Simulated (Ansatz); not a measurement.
## What NbB3 (built on the sites of a database entry of TaGa3) distorts into

Which phase does NbB3 (built on the sites of a database entry of TaGa3) fall into along its unstable mode, and how much energy does it gain?

Calculated with Ansatz 0.2.0; DFT PBE+D3(BJ), scalar-relativistic, plane waves, PAW.

The structure was built from a prototype and need not be the compound's stable phase.

### Step 1. The structure

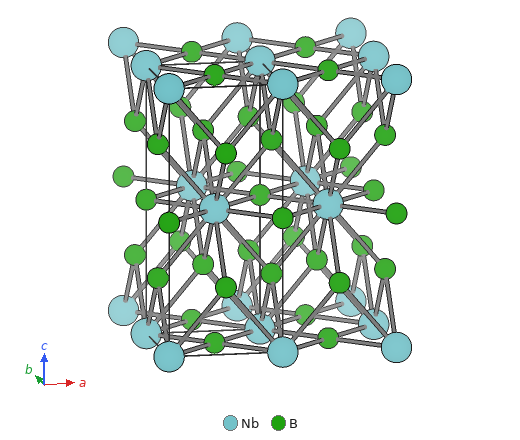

Start, viewed slightly off an axis; niobium teal, boron green. 2×2×1 cells are drawn. This picture shows the conventional cell, with its axes. Some periodic images of atoms are drawn too.

### Step 2. Response at finite wavevector

The cell comes from relaxations at this level that are not shown. Stability and thermal properties need the whole zone. Linear response on a 2×2×2 q mesh gives force constants as far as a supercell of that size would.

The input, input.yaml:

```yaml
crystal:
  lattice:
    - [-1.5605918717, 1.5605918717, 3.6826816775]
    - [1.5605918717, -1.5605918717, 3.6826816775]
    - [1.5605918717, 1.5605918717, -3.6826816775]
  atoms:
    - { symbol: Nb, position: [0.0, 0.0, 0.0] }
    - { symbol: B, position: [0.5, 0.5, 0.0] }
    - { symbol: B, position: [0.75, 0.25, 0.5] }
    - { symbol: B, position: [0.25, 0.75, 0.5] }
kpoints:
  mp_grid: { grid: [20, 20, 20] }
hamiltonian:
  xc: pbe
  dispersion: d3bj
scf:
  occupations: { method: methfessel_paxton, width: 0.2 }
output:
  eigenvalues: true
phonons:
  method: dfpt
  qmesh: [2, 2, 2]
  temperatures: { t_max: 1000, t_step: 50 }
  qpath:
    path:
      - [[0.0, 0.0, 0.0], [0.0, 0.0, 0.5], [0.25, 0.25, 0.25], [0.0, 0.5, 0.0], [0.0, 0.0, 0.0], [0.5, 0.5, -0.5], [0.29489421, 0.70510579, -0.29489421]]
      - [[-0.29489421, 0.29489421, 0.29489421], [0.0, 0.0, 0.0]]
      - [[0.0, 0.0, 0.5], [-0.08978842, 0.08978842, 0.5]]
      - [[0.5, 0.5, -0.08978842], [0.5, 0.5, -0.5]]
    npoints: 10
```

Launch:

```
ansatz run input.yaml --threads 8 --pin off --max-ram 14336MiB --backend cpu --events-out ev --progress --plain --runs-dir out
```

Numbers of over 12 decimals in the logs are rounded to 6 here.

The program printed:

```text
Warning: phonons: the dynamical matrix that this run interpolates holds no multipole term above the dipole-dipole one, and a site of this crystal is no centre of inversion, so its interpolated transverse optical and acoustic branches and sound speeds can stay off near Gamma, and the density of states and the thermodynamics with them. What a run solves at a wave vector of phonons.qpoints, Gamma apart, where the deck admits one, is free of this, and under fd what a larger phonons.supercell samples
Engine: ansatz 0.2.0, x86_64-unknown-linux-gnu
Pseudopotentials: kind: paw
Pseudopotential: Nb, paw, valence charge 13, recommended cutoff 420 eV (normal), Nb.paw.azcp
Pseudopotential: B, paw, valence charge 3, recommended cutoff 420 eV (normal), B.paw.azcp
Functional definition: PBE
  parameter kappa = 0.804
  parameter beta = 0.066725
  exchange = pbe_x(kappa = kappa, mu = beta*pi^2/3)
  correlation = pbe_c(beta = beta)
Crystal: 4 atoms, lattice volume = 35.876 Å³
Basis set: ecut = 420 eV, 713 PW (Γ), exchange–correlation on 60×60×60 points (8 copies of the dense FFT grid, shifted against one another)
Bands: 15, of which v1, the nominal top of the filled ones, is band 11 counted from 1 (10 counted from 0)
Symmetry: 16 space group operations
k-points: 641 of 8000
Non-local potential: Nb, projectors of the file, l = 0: 3, l = 1: 2, l = 2: 2, l = 3: 1
Non-local potential: B, projectors of the file, l = 0: 2, l = 1: 2, l = 2: 1
PAW form: soft (Blöchl's): semilocal exchange-correlation on the pseudo side does not see the compensation charge
PAW one-centre angular grid: Nb, 590 points (default); XC on 64 Gauss nodes
PAW one-centre angular grid: B, 110 points (default); XC on 64 Gauss nodes
Initial density: superposition of atomic densities (neutral atoms: chi_scale 0, normalization atom), corrected by the library's trained network
Initial wavefunctions: pseudopotential atomic-orbital guess
Functional: x = pbe(κ = 0.804, μ = 0.219515), c = pbe(β = 0.066725)
SCF iter   1: F=—  HF=-5020.176156 eV  |F-HF|=—  |Δ(HF+E_count)|=         —  Δρ=6.08e-3  dr2=1.14e-2  ethr=1.77e-3  ⟨swp⟩=5.5  Hψ=47267  notcnv=0
preconditioner: auto → Kerker (q_TF=auto, 2.515 Å⁻¹)  [metal: Δε(μ)=0.014 eV  Ē_g=8.239 eV  σ=0.200 eV  W_gap=0.06  n_scr=10 (ndim 8)  ℏωp=23.2 eV  f_vac=0.000  D(μ)=0.59/eV (n_scr^D=2)]
SCF iter   2: F=—  HF=-5020.174289 eV  |F-HF|=—  |Δ(HF+E_count)|=   1.87e-3  S|Δr|=    0.00e0  Δρ=3.40e-3  dr2=3.44e-3  ethr=5.20e-5  ⟨swp⟩=1.2  Hψ=15240  notcnv=0
SCF iter   3: F=—  HF=-5020.173500 eV  |F-HF|=—  |Δ(HF+E_count)|=   7.90e-4  S|Δr|=    0.00e0  Δρ=5.64e-4  dr2=1.07e-4  ethr=1.56e-5  ⟨swp⟩=2.5  Hψ=16198  notcnv=0
SCF iter   4: F=—  HF=-5020.173466 eV  |F-HF|=—  |Δ(HF+E_count)|=   3.37e-5  S|Δr|=    0.00e0  Δρ=1.11e-4  dr2=4.53e-6  ethr=4.86e-7  ⟨swp⟩=2.8  Hψ=16225  notcnv=0
SCF iter   5: F=—  HF=-5020.173466 eV  |F-HF|=—  |Δ(HF+E_count)|=   1.58e-7  S|Δr|=    0.00e0  Δρ=2.77e-5  dr2=1.84e-7  ethr=2.06e-8  ⟨swp⟩=2.5  Hψ=14166  notcnv=0
SCF iter   6: F=—  HF=-5020.173466 eV  |F-HF|=—  |Δ(HF+E_count)|=   4.48e-8  S|Δr|=    0.00e0  Δρ=4.26e-6  dr2=5.66e-9  ethr=8.37e-10  ⟨swp⟩=2.6  Hψ=15035  notcnv=0
SCF iter   7: F=—  HF=-5020.173466 eV  |F-HF|=—  |Δ(HF+E_count)|=  4.95e-10  S|Δr|=    0.00e0  Δρ=5.80e-7  dr2=5.70e-11  ethr=2.57e-11  ⟨swp⟩=2.6  Hψ=14244  notcnv=0
SCF iter   8: F=-5020.173466 eV  HF=-5020.173466 eV  |F-HF|=1.82e-12  |Δ(HF+E_count)|=  3.27e-11  S|Δr|=    0.00e0  Δρ=8.22e-8  dr2=1.35e-12  ethr=1.00e-12  ⟨swp⟩=5.0  Hψ=38097  notcnv=0
the search or the solves at the SCF's close seem to have found levels that the self-consistency loop had missed (the run counts 1). By its estimate they hold under 1e-12 electrons; where the run keeps them, the occupations were computed again with them
SCF 1 converged in 8 iterations: F = -5020.173466 eV  dr2 = 1.35e-12
  greatest PAW one-centre occupation: 0.998 electrons in one spin orbital (limit 2), on the Nb atom at site 0 (counted from 0), in its partial waves of l = 0
Initial density: read from a saved state, or passed on in memory by an earlier SCF of this step, an earlier step, the calling program or the single point that the run made first
iter 1 solved again at ethr=3.53e-8 eV; its pass at ethr=3.10e-3 eV (dr2=7.77e-6 eV) is discarded
SCF iter   1: F=—  HF=-5020.173466 eV  |F-HF|=—  |Δ(HF+E_count)|=         —  Δρ=4.26e-7  dr2=8.41e-11  ethr=3.53e-8  ⟨swp⟩=3.0  Hψ=73778  notcnv=0
eigensolver tolerance schedule: the retry pair's looser diagonalisation over-reported the residual by 92354.32 of it (diagonalisation noise at an unbounded share of the residual, at the tolerance the schedule requests for it); recorded, not acted on — ethr = c·dr2/N_el stays at c = 1.0e-1
preconditioner: auto → Kerker (q_TF=auto, 2.515 Å⁻¹)  [metal: Δε(μ)=0.016 eV  Ē_g=8.239 eV  σ=0.200 eV  W_gap=0.07  n_scr=10 (ndim 8)  ℏωp=23.2 eV  f_vac=0.000  D(μ)=0.59/eV (n_scr^D=2)]
SCF iter   2: F=—  HF=-5020.173466 eV  |F-HF|=—  |Δ(HF+E_count)|=   5.79e-7  S|Δr|=    0.00e0  Δρ=2.74e-7  dr2=4.25e-11  ethr=1.00e-12  ⟨swp⟩=3.0  Hψ=23156  notcnv=0
SCF iter   3: F=—  HF=-5020.173466 eV  |F-HF|=—  |Δ(HF+E_count)|=  5.46e-12  S|Δr|=    0.00e0  Δρ=1.60e-7  dr2=1.34e-11  ethr=1.00e-12  ⟨swp⟩=1.0  Hψ=9615  notcnv=0
SCF iter   4: F=-5020.173466 eV  HF=-5020.173466 eV  |F-HF|=9.09e-13  |Δ(HF+E_count)|=  3.64e-12  S|Δr|=    0.00e0  Δρ=4.14e-8  dr2=7.23e-13  ethr=1.00e-12  ⟨swp⟩=2.1  Hψ=19524  notcnv=0
SCF 2 converged in 4 iterations: F = -5020.173466 eV  dr2 = 7.23e-13
phonons: the bands overlap, so this run is a metal and interpolates without the dipole-dipole term. If the crystal is really an insulator or semiconductor, its LO-TO splitting is missing
NSCF: frozen V_eff on 641 k-points
NSCF: frozen V_eff on 1166 k-points
DFPT response loops at q = (0, 0, 0) (fractional): preconditioner auto → Kerker (q_TF=auto, 2.515 Å⁻¹) (partly filled bands, converged f_vac=0.000); β = 1.00, the filter's whole step (`scf.mixing.beta` (0.50) is not read by the response loops under this deck's `scf.mixing.preconditioner`; to damp them name `kerker` or `kerker_dos`, under which they read `scf.mixing.beta`, and type it under 1.00, their step now; both keys bind the ground state too); Broyden in place of MSR1
NSCF: frozen V_eff on 4224 k-points
DFPT response loops at q = (0, 0, -0.5) (fractional): mixed as the last ones told, above
NSCF: frozen V_eff on 4224 k-points
DFPT response loops at q = (0, -0.5, 0) (fractional): mixed as the last ones told, above
NSCF: frozen V_eff on 2332 k-points
DFPT response loops at q = (-0.5, -0.5, -0.5) (fractional): mixed as the last ones told, above
SCF converged after 8 iterations
Stability not checked: this state was not tested for a lower state beside it, because cold or Methfessel-Paxton smearing, or corrected tetrahedra, fill the levels in a way that the test cannot read (fill_not_monotonic; see scf.lower_state_search)
Free energy (F): -5020.173466 eV
Harris-Foulkes:  -5020.173466 eV  (|F-HF|=1.82e-12)
Internal energy: -5020.173861 eV  (E = F + TS)
E sigma→0 (E₀):  -5020.173565 eV
Entropy (-TS):   0.000395 eV (0.099 meV/atom)
Fermi energy:    15.989449 eV
Step filling:    the computed levels leave a gap of 0.0036 eV = 0.0 smearing widths at the electron count; against every level under it full and every level over it empty, smearing changes F+E_penalty+E_count by +0.082 meV and its σ→0 estimate by -0.017 meV
--- Per-component energies (eV) ---
  E_band       = -21.291838
  E_kinetic    = 538.216724
  E_local      = -838.128099  (includes V_loc(G=0)·N_el)
  E_nonlocal   = 154.408701
  E_hartree    = 284.247195
  E_xc         = -272.920514
  E_vxc        = -328.963748  (∫ρ·V_xc dr)
  E_paw        = -3308.796895  (= ΣΔE_a)
  E_vpaw       = -115.319803  (= ΣTr[D̂ρ^β])
  E_aug_tail   = 0.000002  (compensation charges beyond the density's cutoff)
  E_ewald      = -1575.698018
  E_disp       = -1.502955  (pairwise vdW)
  E_smearing   = 0.000395  (= −TS)
  E_closure    = 0.000000  (closes the sum)
  Σ components = -5020.173466   (vs F -5020.173466, Δ=0.00e0)
--- Band table (eV; the first three rows and the last of 641) ---
  k-point 0: bands = [... 7 lower, 11.5634, 12.1902, 12.1902, 16.8740, 16.8740, 17.0103, 17.3901, 21.1606]
  k-point 1: bands = [... 7 lower, 11.5596, 11.9970, 12.4936, 15.6759, 17.0177, 17.2964, 18.5187, 20.6015]
  k-point 2: bands = [... 7 lower, 11.5251, 11.5593, 13.0103, 14.2837, 17.4262, 18.0442, 19.6902, 19.9654]
  k-point 640: bands = [... 7 lower, 13.3990, 13.3990, 14.2794, 16.6493, 16.6493, 17.5092, 19.0692, 19.0692]
--- Phonons (Γ-DFPT): 6 representative perturbations + reference (Σ response iterations 18) ---
  ASR residual: 2.098e-5 → 0.000e0 eV/Å²; symmetrization residual: 3.588e-6 eV/Å²
  pairwise dispersion correction: d3bj (s6 = 1.0, s8 = 0.7875, a1 = 0.4289, a2_bohr = 4.4407), with the weights of each atom's references fixed at the reference crystal's, and the forces and stress that the weights' published response gives there kept as a pressure on the atom's counted neighbours (hamiltonian.dispersion)
  ASR residual per site (eV/Å²): 2.10e-5 8.88e-6 1.94e-5 1.94e-5
  Γ frequencies (cm⁻¹): -461.49 -297.65 -297.65 0.00 0.00 0.00 262.18 262.18 477.47 546.24 670.75 670.75
--- Phonons (arbitrary-q DFPT): 4 irreducible q on the 2×2×2 mesh ---
  q = [0.0000, 0.0000, 0.0000] (star 1, of the zone-centre solve; hermiticity 2.87e-7, symmetrization 9.95e-15): -461.49 -297.65 -297.65 -0.00 0.00 0.00 262.18 262.18 477.47 546.24 670.75 670.75
  q = [0.0000, 0.0000, -0.5000] (star 2, 6 solved perturbations in 9834 linear systems a pass and spin channel, the states on 2112 of 8000 k-point pairs; hermiticity 9.66e-8, symmetrization 4.58e-14): -455.39 -292.85 228.61 237.43 281.28 289.30 414.71 433.07 530.42 541.75 701.61 711.87
  q = [0.0000, -0.5000, 0.0000] (star 4, 9 solved perturbations on 2112 of 8000 k-point pairs; hermiticity 7.11e-8, symmetrization 1.67e-14): -403.92 -103.67 167.03 201.23 312.97 331.88 352.11 369.49 532.19 548.62 582.15 724.28
  q = [-0.5000, -0.5000, -0.5000] (star 1, 6 solved perturbations in 5421 linear systems a pass and spin channel, the states on 1166 of 8000 k-point pairs; hermiticity 1.51e-7, symmetrization 3.71e-14): -370.83 -314.44 -314.44 164.80 164.80 306.21 320.22 320.22 562.00 562.93 663.08 663.08
  sum rule: each row above includes the acoustic sum rule's correction from the zone centre's row sums; it moved no ω² by more than (0.70 cm⁻¹)²
  mesh force constants: q→R imaginary residual 3.47e-18; ASR residual 2.098e-5 → 0.000e0 eV/Å²; symmetrization residual 2.132e-14 eV/Å²
  interpolated dispersion: 94 rows × 12 modes
  density of states and harmonic sums: on the 22×22×28 q-mesh, interpolated from the force constants of a 2×2×2 supercell (no non-analytic term)
  largest difference from the sums on the solved wave vectors: F 7.90e-2 eV, S 1.11e-4 and C_V 3.57e-5 eV/K
  zero-point energy: 0.246684 eV/cell   skipped modes (ω ≤ 0): 7838, of them read as no rigid motion or as one in doubt: 7835 (2.251e0 modes/cell left out, lowest -461.49 cm⁻¹)   left out of the sums: 1.88e-1 of the cell's modes: C_V's classical limit lies that fraction below 3 k_B per atom; for a crystal, a wire or a layer, F and S can be off by more, and a phonons.interpolated_qmesh denser along its periods is the remedy for the sampling
```

Run time: 4.1 min. Hardware: 8 threads of Intel Xeon Platinum 8488C (Sapphire Rapids), shared host; peak memory 3.2 GiB.

The column dr2 measures how far the density is from self-consistency, as an energy; F and HF (Harris–Foulkes) agree once it is small.

This step gave:

```
volume per atom                                         : 8.969 Å³
gap on the k-mesh                                       : 0 eV
sum-rule residual before enforcement                    : 2.10e-5 eV/Å²
lowest frequency on the path                            : -461.5 cm⁻¹
point group                                             : 4/mmm
highest frequency on the path or at a solved wavevector : 724.3 cm⁻¹
highest optical mode at the zone centre (no LO-TO term) : 670.8 cm⁻¹
lowest optical zone-centre mode                         : -461.5 cm⁻¹
lowest mode on the q mesh (acoustic modes at Γ apart)   : -461.5 cm⁻¹
```

Frequencies (cm⁻¹) solved at each irreducible wavevector; negative means imaginary. Frequencies by wavevector, by row:

```csv
q in reciprocal lattice units,star,mode 1,mode 2,mode 3,mode 4,mode 10,mode 11,mode 12
0 0 0,1,-461.5,-297.6,-297.6,0,546.2,670.8,670.8
0 0 -0.5,2,-455.4,-292.9,228.6,237.4,541.8,701.6,711.9
0 -0.5 0,4,-403.9,-103.7,167,201.2,548.6,582.1,724.3
-0.5 -0.5 -0.5,1,-370.8,-314.4,-314.4,164.8,562.9,663.1,663.1
```

Interpolated from a 2×2×2 q mesh, rough between the solved points. Phonon branches along the path, in cm⁻¹:

| point | branch 1 | branch 2 | branch 3 | branch 4 | branch 9 | branch 10 | branch 11 | branch 12 |
| --- | --- | --- | --- | --- | --- | --- | --- | --- |
| Γ | -462 | -298 | -298 | 0 | 478 | 546 | 671 | 671 |
| X | -455 | -293 | 229 | 237 | 530 | 542 | 702 | 712 |
| P | -455 | -169 | -87 | 256 | 536 | 536 | 707 | 707 |
| N | -404 | -104 | 167 | 201 | 532 | 549 | 582 | 724 |
| Γ | -462 | -298 | -298 | 0 | 478 | 546 | 671 | 671 |
| M | -371 | -314 | -314 | 165 | 562 | 563 | 663 | 663 |
| S | -394 | -88 | 198 | 231 | 543 | 550 | 589 | 719 |
| jump to S0 | -394 | -88 | 198 | 231 | 543 | 550 | 589 | 719 |
| Γ | -462 | -298 | -298 | 0 | 478 | 546 | 671 | 671 |
| jump to X | -455 | -293 | 229 | 237 | 530 | 542 | 702 | 712 |
| R | -446 | -261 | 212 | 260 | 533 | 544 | 690 | 709 |
| jump to G′ | -446 | -261 | 212 | 260 | 533 | 544 | 690 | 709 |
| M | -371 | -314 | -314 | 165 | 562 | 563 | 663 | 663 |

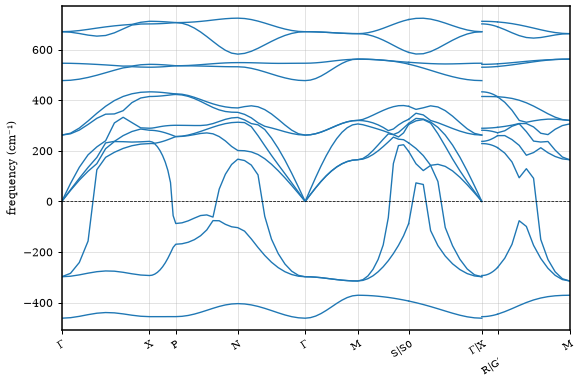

Phonon branches along the path.

Symmetry leaves 4 wavevectors to solve. The lowest mode among them, the acoustic zeros apart, lies at Γ and is imaginary, 461.5i cm⁻¹, so the energy falls along it.

### Step 3. The mode frozen in, largest atomic shift 0 Å

The mode followed lies at q = (0, 0, -0.5) with frequency 455.4i cm⁻¹, one of the unstable modes though not the softest. At small amplitude the distorted cell has space group no. 63 by a symmetry search on the positions. The undistorted cell that holds it gives the zero of energy on the same k mesh.

System of this step: NbB3 (built on the sites of a database entry of TaGa3). It takes space group I4/mmm (No. 139, tetragonal). Conventional cell: a = 3.121 Å, b = 3.121 Å, c = 7.365 Å, α = 90.00°, β = 90.00°, γ = 90.00°. Nb has 12 B at 2.21 to 2.41 Å nearest. Nearest to B lie 4 Nb at 2.21 Å. Nearest to B lie 8 B at 2.21 to 2.41 Å and 4 Nb at 2.41 Å. Farther neighbours are not listed.

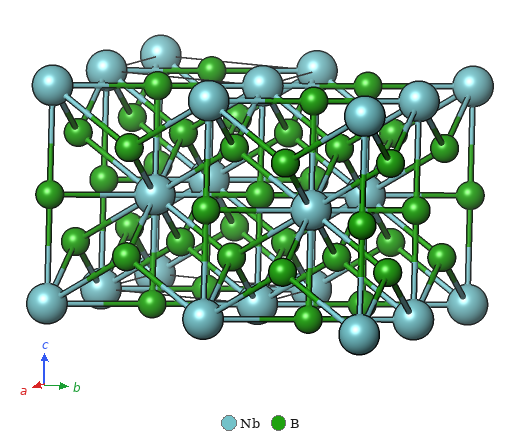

The cell of this step (niobium teal, boron green). 2×2×1 cells are drawn. Some periodic images of atoms are drawn too.

The input, input.yaml:

```yaml
crystal:
  lattice:
    - [-1.5605918717, 1.5605918717, 3.6826816775]
    - [1.5605918717, -1.5605918717, 3.6826816775]
    - [3.1211837434, 3.1211837434, 0.0]
  atoms:
    - { symbol: Nb, position: [1.0, 0.0, 0.0] }
    - { symbol: Nb, position: [0.5, 0.5, 0.5] }
    - { symbol: B, position: [0.0, 0.0, 0.5] }
    - { symbol: B, position: [0.5, 0.5, 0.0] }
    - { symbol: B, position: [0.5, 0.0, 0.25] }
    - { symbol: B, position: [0.0, 0.5, 0.75] }
    - { symbol: B, position: [0.0, 0.5, 0.25] }
    - { symbol: B, position: [0.5, 0.0, 0.75] }
kpoints:
  mp_grid: { grid: [10, 10, 8] }
hamiltonian:
  xc: pbe
  dispersion: d3bj
scf:
  occupations: { method: methfessel_paxton, width: 0.2 }
output:
  forces: true
  stress: true
  eigenvalues: true
```

The program printed:

```text
[...]
Crystal: 8 atoms, lattice volume = 71.752 Å³
Basis set: ecut = 420 eV, 1425 PW (Γ), exchange–correlation on 60×60×60 points (8 copies of the dense FFT grid, shifted against one another)
Bands: 30, of which v1, the nominal top of the filled ones, is band 22 counted from 1 (21 counted from 0)
Symmetry: 16 space group operations
[...]
k-points: 155 of 800
[...]
k-point 0: bands = [... 18 lower, 12.1876, 12.1881, 12.5578, 16.8799, 16.8801, 17.0078, 17.3943, 18.0091, ... 4 higher]
  k-point 1: bands = [... 18 lower, 12.1561, 12.4789, 12.6181, 15.3287, 17.1028, 17.4190, 17.4453, 18.8358, ... 4 higher]
  k-point 2: bands = [... 18 lower, 12.4018, 12.6359, 13.2425, 13.6256, 16.9098, 17.7176, 18.5295, 19.0967, ... 4 higher]
  k-point 154: bands = [... 18 lower, 13.4782, 13.4782, 15.2568, 15.2568, 16.0165, 16.0165, 17.2934, 17.2934, ... 4 higher]
[key lines of the parts left out:]
SCF converged after 6 iterations
Free energy (F): -10040.346083 eV
Fermi energy:    15.981721 eV
P = ⅓ Tr σ = 0.0249 GPa (0.249 kbar)
```

It took 1.6 s on 8 threads; peak memory 0.68 GiB.

Numbers from this step:

```yaml
pressure: 0.02489 GPa
energy_from_the_undistorted_cell: 0 meV/atom
```

The run ends at a pressure of 0.02 GPa.

### Step 4. The mode frozen in, largest atomic shift 0.6 Å

The atoms are moved along the unstable eigenvector, the largest shift by 0.6 Å, with the cell fixed.

input.yaml, the sections that differ from step 3:

```yaml
crystal:
  lattice:
    - [-1.5605918717, 1.5605918717, 3.6826816775]
    - [1.5605918717, -1.5605918717, 3.6826816775]
    - [3.1211837434, 3.1211837434, 0.0]
  atoms:
    - { symbol: Nb, position: [0.9996072551, -0.0003927449, 0.0] }
    - { symbol: Nb, position: [0.5003927449, 0.5003927449, 0.5] }
    - { symbol: B, position: [0.0814623761, 0.0814623761, 0.5] }
    - { symbol: B, position: [0.4185376239, 0.4185376239, 0.0] }
    - { symbol: B, position: [0.4986485927, 0.0013514073, 0.25] }
    - { symbol: B, position: [0.0013514073, 0.4986485927, 0.75] }
    - { symbol: B, position: [0.0013514073, 0.4986485927, 0.25] }
    - { symbol: B, position: [0.4986485927, 0.0013514073, 0.75] }
# kpoints, hamiltonian, scf, output: as in step 3
```

The program printed:

```text
[...]
Crystal: 8 atoms, lattice volume = 71.752 Å³
Basis set: ecut = 420 eV, 1425 PW (Γ), exchange–correlation on 60×60×60 points (8 copies of the dense FFT grid, shifted against one another)
Bands: 30, of which v1, the nominal top of the filled ones, is band 22 counted from 1 (21 counted from 0)
Symmetry: 8 space group operations
[...]
k-points: 155 of 800
[...]
k-point 0: bands = [... 18 lower, 11.7681, 12.0522, 13.5423, 16.6096, 17.7113, 18.3268, 18.5217, 19.0270, ... 4 higher]
  k-point 1: bands = [... 18 lower, 11.7621, 12.7658, 13.3642, 16.5737, 17.0523, 18.4845, 18.7143, 19.4530, ... 4 higher]
  k-point 2: bands = [... 18 lower, 11.8707, 13.0046, 13.4982, 15.1966, 18.0487, 18.1296, 18.7819, 18.9139, ... 4 higher]
  k-point 154: bands = [... 18 lower, 13.2672, 13.2672, 14.9019, 14.9019, 16.0646, 16.0646, 16.5021, 16.5021, ... 4 higher]
[key lines of the parts left out:]
SCF converged after 6 iterations
Free energy (F): -10042.606030 eV
Fermi energy:    16.134713 eV
P = ⅓ Tr σ = -7.5783 GPa (-75.783 kbar)
```

It took 1.6 s on 8 threads; peak memory 0.69 GiB; 11 s of CPU time.

Numbers from this step:

```
pressure                         : -7.578 GPa
energy from the undistorted cell : -282.6 meV/atom
```

The energy, extrapolated to zero smearing, is -282.55 meV/atom against the undistorted cell.

The run ends at a pressure of -7.58 GPa, with forces up to 2.6 eV/Å.

(Part 1 of 3 ends here.)

[Logs are printed without paths, hosts, clocks, repeated set-up lines and the standing remarks that a program may print on its own settings, such as how far it seeks lower states.]

[Hosts, paths, dates, database ids (printed as entryN), source tags and the programs' standing remarks are cut or masked in the printed files.]
